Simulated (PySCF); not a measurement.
# One shape, several levels: HNO3 (peroxynitrous acid)

Wanted: a comparison of 6 runs (HF/3-21G, HF/def2-TZVP, wB97X/6-31G, PBE0/6-31G**, PBE0/def2-SVP, r2SCAN/def2-TZVP) of HNO3 (peroxynitrous acid). 

Program for the calculation: PySCF 2.14.0.

**1. The system as given**

HNO3: 5 atoms, total charge 0, spin state singlet. SMILES: `O=NOO`. The shape is that of a PBE0-D4/def2-TZVP optimisation. This is one conformer, not always the lowest.

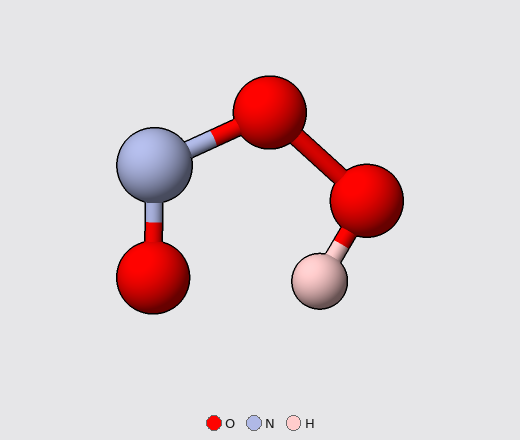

Viewed from a chosen angle; oxygen red, nitrogen light blue, hydrogen pink.

**2. Energy and gradient at HF/3-21G (run 1)**

job.py

```python
from pyscf import gto, scf

mol = gto.M(
    atom='''
O      0.257664    -1.578507     1.850155
N     -1.647407    -1.187315     0.757383
O     -1.464708     0.545243    -1.113049
O      0.961115     1.562577    -1.412665
H      1.893354     0.658003    -0.081787
''',
    basis='3-21g',
    unit='bohr',
    spin=0,
    charge=0,
    verbose=4,
    max_memory=1860,
)

hf = scf.RHF(mol)
hf.conv_tol = 1e-10
hf.kernel()
if not hf.converged:
    hf = hf.newton().run(hf.mo_coeff, hf.mo_occ)

e_tot = hf.e_tot
print('E(%s) = %.9f' % ('HF', e_tot))
grad = hf.nuc_grad_method().kernel()
hf.analyze()
```

Launch:

```bash
$ OMP_NUM_THREADS=1 python job.py
```

Log:

```text
PySCF version 2.14.0

[INPUT] num. atoms = 5
[INPUT] num. electrons = 32
[INPUT] charge = 0
[INPUT] spin (= nelec alpha-beta = 2S) = 0
[INPUT] symmetry False subgroup None
[INPUT] Mole.unit = bohr
[INPUT] Symbol           X                Y                Z      unit          X                Y                Z       unit  Magmom
[INPUT]  1 O      0.136349916874  -0.835309931678   0.979059862670 AA    0.257664000000  -1.578507000000   1.850155000000 Bohr   0.0
[INPUT]  2 N     -0.871770241510  -0.628300040183   0.400789823538 AA   -1.647407000000  -1.187315000000   0.757383000000 Bohr   0.0
[INPUT]  3 O     -0.775090094252   0.288530170014  -0.589000165437 AA   -1.464708000000   0.545243000000  -1.113049000000 Bohr   0.0
[INPUT]  4 O      0.508600155073   0.826880138708  -0.747550124664 AA    0.961115000000   1.562577000000  -1.412665000000 Bohr   0.0
[INPUT]  5 H      1.001919789004   0.348200192317  -0.043279816550 AA    1.893354000000   0.658003000000  -0.081787000000 Bohr   0.0

[... 52 lines left out ...]
converged SCF energy = -277.812997280342
[... 16 lines left out ...]
Two-electron Energy =                  225.822727208358913
[... 5 lines left out ...]
MO #2   energy= -20.6002191174116  occ= 2
[... 3 lines left out ...]
MO #6   energy= -1.53692503137617  occ= 2
[... 3 lines left out ...]
MO #10  energy= -0.759795540263939 occ= 2
[... 3 lines left out ...]
MO #14  energy= -0.607778918186882 occ= 2
[... 3 lines left out ...]
MO #18  energy= 0.216859645669113  occ= 0
[... 3 lines left out ...]
MO #22  energy= 1.17844910916862   occ= 0
[... 3 lines left out ...]
MO #26  energy= 1.65419630072556   occ= 0
[... 3 lines left out ...]
MO #30  energy= 1.8502237029312    occ= 0
[... 3 lines left out ...]
MO #34  energy= 2.07499091061125   occ= 0
[... 3 lines left out ...]
MO #38  energy= 3.51568863113184   occ= 0
[... 7 lines left out ...]
pop of  0 O 2pz           1.50922
pop of  0 O 3px           0.00306
pop of  0 O 3py           0.00115
pop of  0 O 3pz           0.00171
pop of  1 N 1s            1.99985
pop of  1 N 2s            1.54318
pop of  1 N 3s            0.00615
pop of  1 N 2px           1.32466
pop of  1 N 2py           0.91717
pop of  1 N 2pz           0.84510
pop of  1 N 3px           0.00975
pop of  1 N 3py           0.00356
pop of  1 N 3pz           0.00898
pop of  2 O 1s            1.99982
pop of  2 O 2s            1.74029
pop of  2 O 3s            0.00166
pop of  2 O 2px           1.33015
pop of  2 O 2py           1.50335
pop of  2 O 2pz           1.55450
pop of  2 O 3px           0.00180
pop of  2 O 3py           0.00164
pop of  2 O 3pz           0.00156
pop of  3 O 1s            1.99984
pop of  3 O 2s            1.73827
pop of  3 O 3s            0.00159
pop of  3 O 2px           1.02576
pop of  3 O 2py           1.74337
pop of  3 O 2pz           1.75004
pop of  3 O 3px           0.00243
pop of  3 O 3py           0.00053
pop of  3 O 3pz           0.00053
pop of  4 H 1s            0.66035
pop of  4 H 2s            0.01591
 ** Mulliken atomic charges  **
charge of    0O =     -0.26823
charge of    1N =      0.34162
charge of    2O =     -0.13476
charge of    3O =     -0.26237
charge of    4H =      0.32374
Dipole moment(X, Y, Z, Debye):  0.97613, -0.54800,  0.94815
```

Wall time 2.6 s (1 thread of Intel Xeon at 2.50GHz (Skylake/Cascade Lake), shared host); peak memory 0.12 GiB.

**3. Energy and forces at HF/def2-TZVP (run 2)**

input.py

```python
import pyscf.grad
from pyscf import gto, scf

molecule = gto.M(
    atom='''
O      0.257664    -1.578507     1.850155
N     -1.647407    -1.187315     0.757383
O     -1.464708     0.545243    -1.113049
O      0.961115     1.562577    -1.412665
H      1.893354     0.658003    -0.081787
''',
    max_memory=1860,
    basis='def2-tzvp',
    verbose=3,
    unit='bohr',
    charge=0,
)

mf = scf.RHF(molecule)
mf.conv_tol = 1e-10
mf.kernel()
if not mf.converged:
    mf = mf.newton().run(mf.mo_coeff, mf.mo_occ)

e_final = mf.e_tot
print(f'total energy: {e_final:.8f} hartree')
grad = mf.Gradients().kernel()
dip = mf.dip_moment()
pop, q = mf.mulliken_pop()
```

Launch:

```bash
$ OMP_NUM_THREADS=1 python input.py
```

Log:

```text
converged SCF energy = -279.518974868312
total energy: -279.51897487 hartree
[... 8 lines left out ...]
Dipole moment(X, Y, Z, Debye):  0.68416, -0.40580,  0.68881
[... 97 lines left out ...]
pop of  3 O 4s            0.97087
pop of  3 O 5s            0.31799
pop of  3 O 2px           0.39978
pop of  3 O 2py           0.68618
pop of  3 O 2pz           0.69494
pop of  3 O 3px           0.49129
pop of  3 O 3py           0.72434
pop of  3 O 3pz           0.73333
pop of  3 O 4px           0.11406
pop of  3 O 4py           0.29103
pop of  3 O 4pz           0.28271
pop of  3 O 3dxy          0.00116
pop of  3 O 3dyz          0.00070
pop of  3 O 3dz^2         0.00061
pop of  3 O 3dxz          0.00077
pop of  3 O 3dx2-y2       0.00057
pop of  3 O 4dxy          0.01319
pop of  3 O 4dyz          0.00630
pop of  3 O 4dz^2         0.00577
pop of  3 O 4dxz          0.00929
pop of  3 O 4dx2-y2       0.00597
pop of  3 O 4f-3          0.00072
pop of  3 O 4f-2          0.00050
pop of  3 O 4f-1          0.00032
pop of  3 O 4f+0          0.00022
pop of  3 O 4f+1          0.00046
pop of  3 O 4f+2          0.00014
pop of  3 O 4f+3          0.00039
pop of  4 H 1s            0.23163
pop of  4 H 2s            0.31260
pop of  4 H 3s            0.02642
pop of  4 H 2px           0.01189
pop of  4 H 2py           0.01793
pop of  4 H 2pz           0.02133
 ** Mulliken atomic charges  **
charge of    0O =     -0.36074
charge of    1N =      0.36325
charge of    2O =     -0.06124
charge of    3O =     -0.31948
charge of    4H =      0.37821
```

It took 43 s on 1 thread of Intel Xeon at 2.50GHz (Skylake/Cascade Lake), shared host; peak memory 0.39 GiB.

Runs 3 to 5 aren't shown in full; the table further down has their settings and results.

**4. Energy and gradient at r2SCAN/def2-TZVP (run 6)**

run.py

```python
# peroxynitrous acid
from pyscf import gto, dft

molecule = gto.Mole()
molecule.atom = '''
O    0.136350  -0.835310   0.979060
N   -0.871770  -0.628300   0.400790
O   -0.775090   0.288530  -0.589000
O    0.508600   0.826880  -0.747550
H    1.001920   0.348200  -0.043280
'''
molecule.spin = 0
molecule.basis = 'def2-tzvp'
molecule.max_memory = 1860
molecule.verbose = 3
molecule.build()

mf = dft.RKS(molecule)
mf.xc = 'r2scan'
mf.conv_tol = 1e-10
mf.grids.level = 5
mf.kernel()
if not mf.converged:
    mf = mf.newton().run(mf.mo_coeff, mf.mo_occ)

e_final = mf.e_tot
print('E = %.10f Eh' % e_final)
grad = mf.nuc_grad_method().kernel()
mf.analyze()
```

Launch:

```bash
$ OMP_NUM_THREADS=1 python run.py
```

Log:

```text
converged SCF energy = -280.837440065296
[... 18 lines left out ...]
MO #9   energy= -0.583891841092367 occ= 2
[... 10 lines left out ...]
MO #20  energy= 0.114274638787066  occ= 0
[... 10 lines left out ...]
MO #31  energy= 0.503940586064689  occ= 0
[... 10 lines left out ...]
MO #42  energy= 1.21023330791237   occ= 0
[... 10 lines left out ...]
MO #53  energy= 1.87827025497631   occ= 0
[... 10 lines left out ...]
MO #64  energy= 2.49657610549142   occ= 0
[... 10 lines left out ...]
MO #75  energy= 3.50899964193619   occ= 0
[... 10 lines left out ...]
MO #86  energy= 4.63808731864106   occ= 0
[... 10 lines left out ...]
MO #97  energy= 5.34729383227686   occ= 0
[... 10 lines left out ...]
MO #108 energy= 6.28626765482464   occ= 0
[... 10 lines left out ...]
MO #119 energy= 7.03835932913084   occ= 0
[... 10 lines left out ...]
MO #130 energy= 44.006292600333    occ= 0
[... 6 lines left out ...]
Dipole moment(X, Y, Z, Debye):  0.77150, -0.08746,  0.36363
```

Run time: 1.8 min. Hardware: 1 thread of Intel Xeon at 2.50GHz (Skylake/Cascade Lake), shared host; peak memory 1.4 GiB.

**5. All runs side by side**

```csv
run,level,integration grid,energy (Eh),dipole moment (D),HOMO energy (eV),LUMO energy (eV),wall time
1,HF/3-21G,–,-277.812997,1.47,-13.36,1.88,2.6 s
2,HF/def2-TZVP,–,-279.518975,1.05,-13.46,2.05,43 s
3,wB97X/6-31G,5,-280.629479,1.31,-11.67,-0.66,24 s
4,PBE0/6-31G** (spherical functions),5,-280.542165,0.93,-8.76,-2.33,27 s
5,PBE0/def2-SVP,5,-280.325863,0.98,-8.94,-2.53,23 s
6,r2SCAN/def2-TZVP,5,-280.837440,0.86,-7.76,-3.54,1.8 min
```

**6. Summary of results**

```
                       quantity          value
            run 6: total energy  -280.83744 Eh
           run 6: dipole moment         0.86 D
             run 6: HOMO energy       -7.76 eV
             run 6: LUMO energy       -3.54 eV
           run 6: HOMO–LUMO gap        4.22 eV
run 6: largest force on an atom     0.963 eV/Å
```

**Reading.** The dipole moment (its size) runs from 0.86 D (r2SCAN/def2-TZVP) to 1.47 D (HF/3-21G). The two ends differ in method and basis. The HOMO–LUMO gap runs from 4.22 eV (r2SCAN/def2-TZVP) to 15.51 eV (HF/def2-TZVP). Exact exchange widens orbital gaps. Totals of different functionals can't be ranked against each other. All runs together took 3.8 min, the longest 1.8 min.
